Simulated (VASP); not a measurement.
Band structure of CdTe (zinc blende). Method: modified Becke-Johnson potential (mBJ) with spin-orbit coupling, VASP's PBE PAW potentials (set 64) (plane waves; VASP).

mBJ is a potential without an energy functional, so only the levels count.

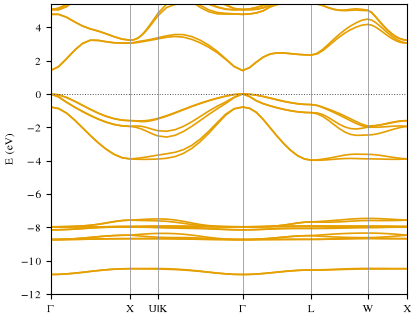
Fig. 1. Bands along high-symmetry lines, zero at the valence-band maximum or, without a gap, the Fermi level

Q: Read the plot: is there a gap, and where are the band edges?

A: The gap is direct, 1.40 eV, from the valence maximum at Γ to the conduction minimum at Γ.

Measured: gap 1.63 eV (computed value off by -0.23 eV), as given by Anna Miglio et al., npj Computational Materials (2020), arXiv:2011.12765 [zero-point renormalisation of 16 meV (experimental, the table's column) added back].

The compound is CdTe in the zinc blende structure. It was relaxed first, which changed the volume by +6 %. The cell's shape comes from a PBE relaxation.
